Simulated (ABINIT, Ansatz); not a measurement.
# BaSrSn2O6 (P4/mmm): G0W0 with ABINIT, start to end, part 2 of 3

How does a plane-wave GW calculation on BaSrSn2O6 (P4/mmm) run from the first input to the gap?

ABINIT 10.8.3; LDA and many-body steps on it, plane waves. Known limits of the many-body steps: not at the basis limit; no spin-orbit coupling; coarse k mesh.

So far. Step 2 (Ground state): The gap is indirect, with the least direct gap 0.67 eV higher.

### Step 3. Bands along the symmetry lines

Level of this step: DFT, LDA, plane waves, norm-conserving pseudopotentials (ABINIT).

Levels along a band path, at the cheap level, show where the edges lie and whether the meshes to come will hold them.

Contents of run.abi:

```
acell 3*1.0 Angstrom
rprim 
  4.146422000000 0.000000000000 0.000000000000
  0.000000000000 4.146422000000 0.000000000000
  0.000000000000 0.000000000000 8.294893000000
ntypat 4
znucl 56 38 50 8
natom 10
typat 1 2 3 3 4 4 4 4 4 4
xred 
  0.500000000000 0.500000000000 0.000000000000
  0.500000000000 0.500000000000 0.500000000000
  0.000000000000 0.000000000000 0.747206000000
  0.000000000000 0.000000000000 0.252794000000
  0.000000000000 0.000000000000 0.000000000000
  0.000000000000 0.000000000000 0.500000000000
  0.000000000000 0.500000000000 0.256664000000
  0.000000000000 0.500000000000 0.743336000000
  0.500000000000 0.000000000000 0.743336000000
  0.500000000000 0.000000000000 0.256664000000
pp_dirpath "pseudos"
pseudos "Ba.upf, Sr.upf, Sn.upf, O.upf"
ecut 42
iscf -2
irdden 1
kptopt 0
nkpt 39
kpt 
  0.00000000 0.00000000 0.00000000
  0.00000000 0.12500000 0.00000000
  0.00000000 0.25000000 0.00000000
  0.00000000 0.37500000 0.00000000
  0.00000000 0.50000000 0.00000000
  0.12500000 0.50000000 0.00000000
  0.25000000 0.50000000 0.00000000
  0.37500000 0.50000000 0.00000000
  0.50000000 0.50000000 0.00000000
  0.37500000 0.37500000 0.00000000
  0.25000000 0.25000000 0.00000000
  0.12500000 0.12500000 0.00000000
  0.00000000 0.00000000 0.00000000
  0.00000000 0.00000000 0.12500000
  0.00000000 0.00000000 0.25000000
  0.00000000 0.00000000 0.37500000
  0.00000000 0.00000000 0.50000000
  0.00000000 0.12500000 0.50000000
  0.00000000 0.25000000 0.50000000
  0.00000000 0.37500000 0.50000000
  0.00000000 0.50000000 0.50000000
  0.12500000 0.50000000 0.50000000
  0.25000000 0.50000000 0.50000000
  0.37500000 0.50000000 0.50000000
  0.50000000 0.50000000 0.50000000
  0.37500000 0.37500000 0.50000000
  0.25000000 0.25000000 0.50000000
  0.12500000 0.12500000 0.50000000
  0.00000000 0.00000000 0.50000000
  0.00000000 0.50000000 0.00000000
  0.00000000 0.50000000 0.12500000
  0.00000000 0.50000000 0.25000000
  0.00000000 0.50000000 0.37500000
  0.00000000 0.50000000 0.50000000
  0.50000000 0.50000000 0.00000000
  0.50000000 0.50000000 0.12500000
  0.50000000 0.50000000 0.25000000
  0.50000000 0.50000000 0.37500000
  0.50000000 0.50000000 0.50000000
istwfk *1
nband 57
nbdbuf 2
tolwfr 1e-08
nstep 40
prtwf 0
prtvol 0
indata_prefix "in"
outdata_prefix "out"
tmpdata_prefix "tmp"
```

On the command line:

```sh
$ OMP_NUM_THREADS=1 mpirun -n 4 abinit run.abi > log
```

Numbers of over 12 decimals in the logs are rounded to 6 here.

The log of the run:

```text
.Version 10.8.3 of ABINIT. v10.8.2 released Aug 2026.

 Symmetries : space group P4/m m m (#123); Bravais tP (primitive tetrag.)
[... echo of the input left out ...]
== DATASET  1 ==================================================================
-   mpi_nproc: 4, omp_nthreads: 1 (-1 if OMP is not activated)

--- !DatasetInfo
iteration_state: {dtset: 1, }
dimensions: {natom: 10, nkpt: 39, mband: 57, nsppol: 1, nspinor: 1, nspden: 1, mpw: 12566, }
cutoff_energies: {ecut:  42.0, pawecutdg:  -1.0, }
electrons: {nelect:   1.00000000E+02, charge:   0.00000000E+00, occopt:   1.00000000E+00, tsmear:   1.00000000E-02, }

 Real(R)+Recip(G) space primitive vectors, cartesian coordinates (Bohr,Bohr^-1):
 R(1)=  7.8356020  0.0000000  0.0000000  G(1)=  0.1276226  0.0000000  0.0000000
 R(2)=  0.0000000  7.8356020  0.0000000  G(2)=  0.0000000  0.1276226  0.0000000
 R(3)=  0.0000000  0.0000000 15.6750760  G(3)=  0.0000000  0.0000000  0.0637955
 Unit cell volume ucvol=  9.6239729E+02 bohr^3
 Angles (23,13,12)=  9.00000000E+01  9.00000000E+01  9.00000000E+01 degrees

 getcut: wavevector=  0.0000  0.0000  0.0000  ngfft=  48  48  96
         ecut(hartree)=     42.000   => boxcut(ratio)=   2.09929

--- Pseudopotential description ------------------------------------------------
- Ba Generated using ONCVPSP code by D. R. Hamann
- 56.00000  10.00000  180309                  znucl, zion, pspdat
12 -1012 2 -1 1912                            pspcod,pspxc,lmax,lloc,mmax
     nproj     2     2     2
  pspatm : epsatm=   25.95172157
         --- l  ekb(1:nproj) -->
             0    6.668455    0.685657
             1    5.046948    0.410312
             2    2.551809    0.419281
 pspatm: atomic psp has been read  and splines computed

- Sr Generated using ONCVPSP code by D. R. Hamann
- 38.00000  10.00000  180309                  znucl, zion, pspdat
12 -1012 2 -1 1812                            pspcod,pspxc,lmax,lloc,mmax
     nproj     2     2     2
  pspatm : epsatm=   12.22067766
         --- l  ekb(1:nproj) -->
[...]
pspatm: atomic psp has been read  and splines computed

- Sn Generated using ONCVPSP code by D. R. Hamann
- 50.00000  22.00000  180309                  znucl, zion, pspdat
12 -1012 2 -1 1608                            pspcod,pspxc,lmax,lloc,mmax
     nproj     2     2     2
  pspatm : epsatm=   27.51067946
         --- l  ekb(1:nproj) -->
[...]
pspatm: atomic psp has been read  and splines computed

- O Generated using ONCVPSP code by D. R. Hamann
-  8.00000   6.00000  201201                  znucl, zion, pspdat
12 -1012 2 -1 926                             pspcod,pspxc,lmax,lloc,mmax
     nproj     2     2     1
  pspatm : epsatm=    6.24525921
         --- l  ekb(1:nproj) -->
[...]
2   -1.033686
 pspatm: atomic psp has been read  and splines computed

[...]
2.2612E-01  2.2659E-01  4.2975E-01  4.4873E-01  4.4873E-01  4.5280E-01
[...]
--- !ResultsGS
iteration_state: {dtset: 1, }
comment   : Summary of ground state results
lattice_vectors:
- [  7.8356020,   0.0000000,   0.0000000, ]
- [  0.0000000,   7.8356020,   0.0000000, ]
- [  0.0000000,   0.0000000,  15.6750760, ]
lattice_lengths: [   7.83560,    7.83560,   15.67508, ]
lattice_angles: [ 90.000,  90.000,  90.000, ] # degrees, (23, 13, 12)
lattice_volume:   9.6239729E+02
convergence: {deltae:  0.000E+00, res2:  0.000E+00, residm:  9.987E-09, diffor:  0.000E+00, }
etotal    :  -6.04930042E+02
entropy   :   0.00000000E+00
fermie    :   2.27723854E-01
cartesian_stress_tensor: null
pressure_GPa: null
xred      :
- [  5.0000E-01,   5.0000E-01,   0.0000E+00, Ba]
- [  5.0000E-01,   5.0000E-01,   5.0000E-01, Sr]
- [  0.0000E+00,   0.0000E+00,   7.4721E-01, Sn]
- [  0.0000E+00,   0.0000E+00,   2.5279E-01, Sn]
- [  0.0000E+00,   0.0000E+00,   0.0000E+00,  O]
- [  0.0000E+00,   0.0000E+00,   5.0000E-01,  O]
- [  0.0000E+00,   5.0000E-01,   2.5666E-01,  O]
- [  0.0000E+00,   5.0000E-01,   7.4334E-01,  O]
- [  5.0000E-01,   0.0000E+00,   7.4334E-01,  O]
- [  5.0000E-01,   0.0000E+00,   2.5666E-01,  O]
cartesian_forces: null
force_length_stats: {min: null, max: null, mean: null, }

 Integrated electronic density in atomic spheres:
 ------------------------------------------------
 Atom  Sphere_radius  Integrated_density
[...]
================================================================================

 ----iterations are completed or convergence reached----

 Mean square residual over all n,k,spin=   54.598E-10; max=  99.874E-10
 reduced coordinates (array xred) for   10 atoms
[...]
0.500000000000      0.000000000000      0.743336000000
       0.500000000000      0.000000000000      0.256664000000

 cartesian coordinates (angstrom) at end:
    1      2.073211     2.073211     0.000000
    2      2.073211     2.073211     4.147447
    3      0.000000     0.000000     6.197994
[...]
9      2.073211     0.000000     6.165893
   10      2.073211     0.000000     2.129000
 length scales=  1.889726125908  1.889726125908  1.889726125908 bohr
              =  1.000000000000  1.000000000000  1.000000000000 angstroms
 prteigrs : about to open file out_EIG
 Eigenvalues (hartree) for nkpt=  39  k points:
 kpt#   1, nband= 57, wtk=  1.00000, kpt=  0.0000  0.0000  0.0000 (reduced coord)
[...]
kpt#   2, nband= 57, wtk=  1.00000, kpt=  0.0000  0.1250  0.0000 (reduced coord)
[...]
kpt#   3, nband= 57, wtk=  1.00000, kpt=  0.0000  0.2500  0.0000 (reduced coord)
[...]
kpt#  38, nband= 57, wtk=  1.00000, kpt=  0.5000  0.5000  0.3750 (reduced coord)
[...]
0.51409
 kpt#  39, nband= 57, wtk=  1.00000, kpt=  0.5000  0.5000  0.5000 (reduced coord)
[...]
0.16835    0.16835    0.19739    0.19751    0.20391    0.20391    0.20581    0.20581
   0.22612    0.22659    0.42975    0.44873    0.44873    0.45280    0.46135    0.46135
   0.51757

== END DATASET(S) ==============================================================
================================================================================

 -outvars: echo values of variables after computation  --------
            nband          57
             nkpt          39
          spgroup         123
 [... the other variables as echoed above ...]

 Calculation completed.
```

The job ended after 5.4 min (4 MPI ranks of Intel Xeon Platinum 8488C (Sapphire Rapids), shared host; peak memory 0.84 GiB; 22 min of CPU time).

Numbers from this step:

| Quantity | Value |
| --- | --- |
| gap | 0.5069 eV |
| k of the valence top | 0.5, 0.5, 0 |
| k of the conduction bottom | 0, 0, 0 |
| least direct gap | 1.174 eV |

The gap is 0.507 eV, as in the run before at this level.

Electronic bands along the path, in eV, zero at the top of the highest filled band:

| point | band 47 | band 48 | band 49 | band 50 | band 51 | band 52 | band 53 | band 54 |
| --- | --- | --- | --- | --- | --- | --- | --- | --- |
| Γ | -0.97 | -0.68 | -0.67 | -0.67 | 0.51 | 4.52 | 4.82 | 4.90 |
| X | -1.10 | -1.06 | -0.82 | -0.06 | 4.50 | 6.37 | 6.57 | 6.63 |
| M | -0.07 | 0.00 | 0.00 | 0.00 | 5.04 | 5.10 | 5.10 | 6.48 |
| Γ | -0.97 | -0.68 | -0.67 | -0.67 | 0.51 | 4.52 | 4.82 | 4.90 |
| Z | -0.87 | -0.87 | -0.78 | -0.78 | 2.48 | 2.49 | 5.34 | 5.56 |
| R | -1.09 | -0.89 | -0.59 | -0.40 | 5.03 | 5.28 | 6.80 | 7.13 |
| A | -0.60 | -0.60 | -0.04 | -0.03 | 5.50 | 6.01 | 6.01 | 6.12 |
| Z | -0.87 | -0.87 | -0.78 | -0.78 | 2.48 | 2.49 | 5.34 | 5.56 |
| jump to X | -1.10 | -1.06 | -0.82 | -0.06 | 4.50 | 6.37 | 6.57 | 6.63 |
| R | -1.09 | -0.89 | -0.59 | -0.40 | 5.03 | 5.28 | 6.80 | 7.13 |
| jump to M | -0.07 | 0.00 | 0.00 | 0.00 | 5.04 | 5.10 | 5.10 | 6.48 |
| A | -0.60 | -0.60 | -0.04 | -0.03 | 5.50 | 6.01 | 6.01 | 6.12 |

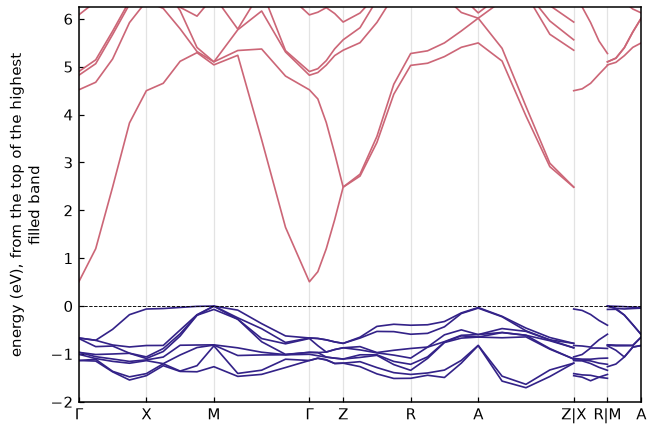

Electronic bands along the path; lines of filled and empty bands in two colours.

### Step 4. Empty states on the mesh, 2×2×1 mesh, 129 bands

The sums over transitions need many empty states on a uniform mesh; this step solves for them.

Contents of run.abi:

```
acell 3*1.0 Angstrom
rprim 
  4.146422000000 0.000000000000 0.000000000000
  0.000000000000 4.146422000000 0.000000000000
  0.000000000000 0.000000000000 8.294893000000
ntypat 4
znucl 56 38 50 8
natom 10
typat 1 2 3 3 4 4 4 4 4 4
xred 
  0.500000000000 0.500000000000 0.000000000000
  0.500000000000 0.500000000000 0.500000000000
  0.000000000000 0.000000000000 0.747206000000
  0.000000000000 0.000000000000 0.252794000000
  0.000000000000 0.000000000000 0.000000000000
  0.000000000000 0.000000000000 0.500000000000
  0.000000000000 0.500000000000 0.256664000000
  0.000000000000 0.500000000000 0.743336000000
  0.500000000000 0.000000000000 0.743336000000
  0.500000000000 0.000000000000 0.256664000000
pp_dirpath "pseudos"
pseudos "Ba.upf, Sr.upf, Sn.upf, O.upf"
ecut 42
ngkpt 2 2 1
nshiftk 1
shiftk 0 0 0
kptopt 1
chksymbreak 0
iscf -2
irdden 1
istwfk *1
nband 129
nbdbuf 10
tolwfr 1e-09
nstep 60
prtvol 0
indata_prefix "in"
outdata_prefix "out"
tmpdata_prefix "tmp"
```

The log of the run:

```text
.Version 10.8.3 of ABINIT. v10.8.2 released Aug 2026.

 Symmetries : space group P4/m m m (#123); Bravais tP (primitive tetrag.)
[... echo of the input left out ...]
== DATASET  1 ==================================================================
-   mpi_nproc: 4, omp_nthreads: 1 (-1 if OMP is not activated)
-    --> not optimal distribution: autoparal keyword recommended in input file <--

--- !DatasetInfo
iteration_state: {dtset: 1, }
dimensions: {natom: 10, nkpt: 3, mband: 129, nsppol: 1, nspinor: 1, nspden: 1, mpw: 12558, }
cutoff_energies: {ecut:  42.0, pawecutdg:  -1.0, }
electrons: {nelect:   1.00000000E+02, charge:   0.00000000E+00, occopt:   1.00000000E+00, tsmear:   1.00000000E-02, }

 Real(R)+Recip(G) space primitive vectors, cartesian coordinates (Bohr,Bohr^-1):
 R(1)=  7.8356020  0.0000000  0.0000000  G(1)=  0.1276226  0.0000000  0.0000000
 R(2)=  0.0000000  7.8356020  0.0000000  G(2)=  0.0000000  0.1276226  0.0000000
 R(3)=  0.0000000  0.0000000 15.6750760  G(3)=  0.0000000  0.0000000  0.0637955
 Unit cell volume ucvol=  9.6239729E+02 bohr^3
 Angles (23,13,12)=  9.00000000E+01  9.00000000E+01  9.00000000E+01 degrees

 getcut: wavevector=  0.0000  0.0000  0.0000  ngfft=  48  48  96
         ecut(hartree)=     42.000   => boxcut(ratio)=   2.09929

--- Pseudopotential description ------------------------------------------------
- Ba Generated using ONCVPSP code by D. R. Hamann
- 56.00000  10.00000  180309                  znucl, zion, pspdat
12 -1012 2 -1 1912                            pspcod,pspxc,lmax,lloc,mmax
     nproj     2     2     2
  pspatm : epsatm=   25.95172157
         --- l  ekb(1:nproj) -->
             0    6.668455    0.685657
             1    5.046948    0.410312
             2    2.551809    0.419281
 pspatm: atomic psp has been read  and splines computed

- Sr Generated using ONCVPSP code by D. R. Hamann
- 38.00000  10.00000  180309                  znucl, zion, pspdat
12 -1012 2 -1 1812                            pspcod,pspxc,lmax,lloc,mmax
     nproj     2     2     2
  pspatm : epsatm=   12.22067766
         --- l  ekb(1:nproj) -->
[...]
pspatm: atomic psp has been read  and splines computed

- Sn Generated using ONCVPSP code by D. R. Hamann
- 50.00000  22.00000  180309                  znucl, zion, pspdat
12 -1012 2 -1 1608                            pspcod,pspxc,lmax,lloc,mmax
     nproj     2     2     2
  pspatm : epsatm=   27.51067946
         --- l  ekb(1:nproj) -->
[...]
pspatm: atomic psp has been read  and splines computed

- O Generated using ONCVPSP code by D. R. Hamann
-  8.00000   6.00000  201201                  znucl, zion, pspdat
12 -1012 2 -1 926                             pspcod,pspxc,lmax,lloc,mmax
     nproj     2     2     1
  pspatm : epsatm=    6.24525921
         --- l  ekb(1:nproj) -->
[...]
2   -1.033686
[...]
2.70E-04
 -4.4574E+00 -4.4574E+00 -2.8378E+00 -2.8377E+00 -2.8377E+00 -2.8377E+00
 -2.8377E+00 -2.8377E+00 -9.7780E-01 -6.9578E-01 -5.2862E-01 -5.2857E-01
 -5.2846E-01 -5.1888E-01 -5.0232E-01 -5.0232E-01 -5.0165E-01 -5.0165E-01
[...]
1.3067E+00  1.3211E+00  1.3274E+00  1.3298E+00  1.3298E+00  1.3522E+00
  1.3787E+00  1.3975E+00  1.4086E+00  1.4353E+00  1.4353E+00  1.4641E+00
[...]
prteigrs : prtvol=0 or 1, do not print more k-points.

--- !ResultsGS
iteration_state: {dtset: 1, }
comment   : Summary of ground state results
lattice_vectors:
- [  7.8356020,   0.0000000,   0.0000000, ]
- [  0.0000000,   7.8356020,   0.0000000, ]
- [  0.0000000,   0.0000000,  15.6750760, ]
lattice_lengths: [   7.83560,    7.83560,   15.67508, ]
lattice_angles: [ 90.000,  90.000,  90.000, ] # degrees, (23, 13, 12)
lattice_volume:   9.6239729E+02
convergence: {deltae:  0.000E+00, res2:  0.000E+00, residm:  9.942E-10, diffor:  0.000E+00, }
etotal    :  -6.04930042E+02
entropy   :   0.00000000E+00
fermie    :   2.27723854E-01
cartesian_stress_tensor: null
pressure_GPa: null
xred      :
- [  5.0000E-01,   5.0000E-01,   0.0000E+00, Ba]
- [  5.0000E-01,   5.0000E-01,   5.0000E-01, Sr]
- [  0.0000E+00,   0.0000E+00,   7.4721E-01, Sn]
- [  0.0000E+00,   0.0000E+00,   2.5279E-01, Sn]
- [  0.0000E+00,   0.0000E+00,   0.0000E+00,  O]
- [  0.0000E+00,   0.0000E+00,   5.0000E-01,  O]
- [  0.0000E+00,   5.0000E-01,   2.5666E-01,  O]
- [  0.0000E+00,   5.0000E-01,   7.4334E-01,  O]
- [  5.0000E-01,   0.0000E+00,   7.4334E-01,  O]
- [  5.0000E-01,   0.0000E+00,   2.5666E-01,  O]
cartesian_forces: null
force_length_stats: {min: null, max: null, mean: null, }

 Integrated electronic density in atomic spheres:
 ------------------------------------------------
 Atom  Sphere_radius  Integrated_density
[...]
================================================================================

 ----iterations are completed or convergence reached----

 Mean square residual over all n,k,spin=   52.653E-11; max=  99.419E-11
 reduced coordinates (array xred) for   10 atoms
[...]
0.500000000000      0.000000000000      0.743336000000
       0.500000000000      0.000000000000      0.256664000000

 cartesian coordinates (angstrom) at end:
    1      2.073211     2.073211     0.000000
    2      2.073211     2.073211     4.147447
    3      0.000000     0.000000     6.197994
[...]
9      2.073211     0.000000     6.165893
   10      2.073211     0.000000     2.129000
 length scales=  1.889726125908  1.889726125908  1.889726125908 bohr
              =  1.000000000000  1.000000000000  1.000000000000 angstroms
 prteigrs : about to open file out_EIG
 Eigenvalues (hartree) for nkpt=   3  k points:
 kpt#   1, nband=129, wtk=  0.25000, kpt=  0.0000  0.0000  0.0000 (reduced coord)
[...]
1.27785    1.29338    1.30668    1.32107    1.32744    1.32981    1.32981    1.35224
   1.37868    1.39749    1.40856    1.43528    1.43533    1.46413    1.46756    1.48447
   1.48710
 prteigrs : prtvol=0 or 1, do not print more k-points.

== END DATASET(S) ==============================================================
================================================================================

 -outvars: echo values of variables after computation  --------
            nband         129
             nkpt           3
          spgroup         123
 [... the other variables as echoed above ...]

 Calculation completed.
```

Elapsed: 97 s, on 4 MPI ranks; peak memory 0.5 GiB.

This step gave:

```yaml
gap: 0.5069 eV
k_of_the_valence_top: 0.5, 0.5, 0
k_of_the_conduction_bottom: 0, 0, 0
least_direct_gap: 1.174 eV
k_points_computed: 3
lowest_point_of_the_top_converged_band_above_the_valence_top: 29.33 eV
```

On this mesh the gap is 0.507 eV.

### Step 5. Screening, 2×2×1 mesh, 119 bands, screening to 98 eV

The RPA dielectric matrix is built and inverted for each q.

This step: RPA screening on LDA, plane waves, norm-conserving pseudopotentials.

run.abi, as its differences from that of step 4:

```diff
@@ -28,10 +28,11 @@
 chksymbreak 0
-iscf -2
-irdden 1
 istwfk *1
-nband 129
-nbdbuf 10
-tolwfr 1e-09
-nstep 60
-prtvol 0
+occopt 1
+irdwfk 1
+optdriver 3
+nband 119
+ecuteps 3.6
+inclvkb 2
+awtr 1
+symchi 1
 indata_prefix "in"
```

The log of the run:

```text
.Version 10.8.3 of ABINIT. v10.8.2 released Aug 2026.

 Symmetries : space group P4/m m m (#123); Bravais tP (primitive tetrag.)
[... echo of the input left out ...]
== DATASET  1 ==================================================================
-   mpi_nproc: 4, omp_nthreads: 1 (-1 if OMP is not activated)

--- !DatasetInfo
iteration_state: {dtset: 1, }
dimensions: {natom: 10, nkpt: 3, mband: 119, nsppol: 1, nspinor: 1, nspden: 1, mpw: 12558, }
cutoff_energies: {ecut:  42.0, pawecutdg:  -1.0, }
electrons: {nelect:   1.00000000E+02, charge:   0.00000000E+00, occopt:   1.00000000E+00, tsmear:   1.00000000E-02, }

 SCREENING: Calculation of the susceptibility and dielectric matrices

 Based on a program developped by R.W. Godby, V. Olevano, G. Onida, and L. Reining.
 Incorporated in ABINIT by V. Olevano, G.-M. Rignanese, and M. Torrent.
.Using double precision arithmetic ; gwpc =  8

[... cell and pseudopotentials left out ...]
--------------------------------------------------------------------------------

 ==== K-mesh for the wavefunctions ====
 Number of points in the irreducible wedge :     3
[... list of points left out ...]
 Together with 16 symmetry operations and time-reversal symmetry
 yields     4 points in the full Brillouin Zone.

 ==== Q-mesh for the screening function ====
 Number of points in the irreducible wedge :     3
[... list of points left out ...]
 Together with 16 symmetry operations and time-reversal symmetry
 yields     4 points in the full Brillouin Zone.

 setmesh: FFT mesh size selected  =    30x   30x   60
          total number of points  =        54000

 vcoul_init : cutoff-mode = AUXILIARY_FUNCTION
 q-points for optical limit:   1
     1)      0.000010    0.000020    0.000030

- screening: taking advantage of time-reversal symmetry
- Maximum band index for partially occupied states nbvw = 50
- Remaining bands to be divided among processors   nbcw = 69
- Number of bands treated by each node ~17

 Number of electrons calculated from density =  100.0000; Expected =  100.0000
 average of density, n =  0.103907
 r_s =    1.3195
 omega_plasma =   31.0941 [eV]

 calculating chi0 at frequencies [eV] :
  1    0.000000E+00    0.000000E+00
  2    0.000000E+00    3.109413E+01

--------------------------------------------------------------------------------
  q-point number  1        q = ( 0.000000, 0.000000, 0.000000) [r.l.u.]
--------------------------------------------------------------------------------
[... chi0 elements left out ...]
 For q-point:  0.000010 0.000020 0.000030
  dielectric constant =  18.0424
  dielectric constant without local fields =  19.4560

  Average fulfillment of the sum rule on Im[epsilon] for q-point    1 :     34.94  [%]
[... wings left out ...]
  q-point number  2        q = ( 0.500000, 0.000000, 0.000000) [r.l.u.]
--------------------------------------------------------------------------------
[... chi0 elements left out ...]
  Average fulfillment of the sum rule on Im[epsilon] for q-point    2 :     37.18  [%]

 [... 1 further q-points ...]
```

Wall time 69 s (4 MPI ranks); peak memory 1.7 GiB.

Numbers from this step:

| Property | Result |
| --- | --- |
| ε∞ with local fields, on this mesh, along the program's q direction | 18.04 |
| the same without local fields | 19.46 |
| plasma frequency | 31.09 eV |
| plane waves in the screening matrix | 321 |

Local fields lower ε∞ by 7 %. On a Γ-centred mesh this coarse the value itself is usually too large, while a short band sum pulls it down.

(Continued in part 3 of 3.)

[Paths, hosts, dates, memory and timing lines, banners, echoed tables and standing remarks are left out of the program output.]

[Logs are printed without paths, hosts, clocks, repeated set-up lines and the standing remarks that a program may print on its own settings, such as how far it seeks lower states.]

[Runs of the session that timed out or met a known fault of the program may be left out.]

[Hosts, paths, dates, database ids (printed as entryN), source tags and the programs' standing remarks are cut or masked in the printed files.]

[G0W0 gaps are taken among the corrected bands and points alone; a level outside them can change the order at an edge.]

[Where Ansatz stands beside ABINIT at settings called matched, ABINIT's density can come from a denser mesh and the files from another edition; pairs whose starting gaps differed by over 0.03 eV were left out, so agreement reads better than it is.]
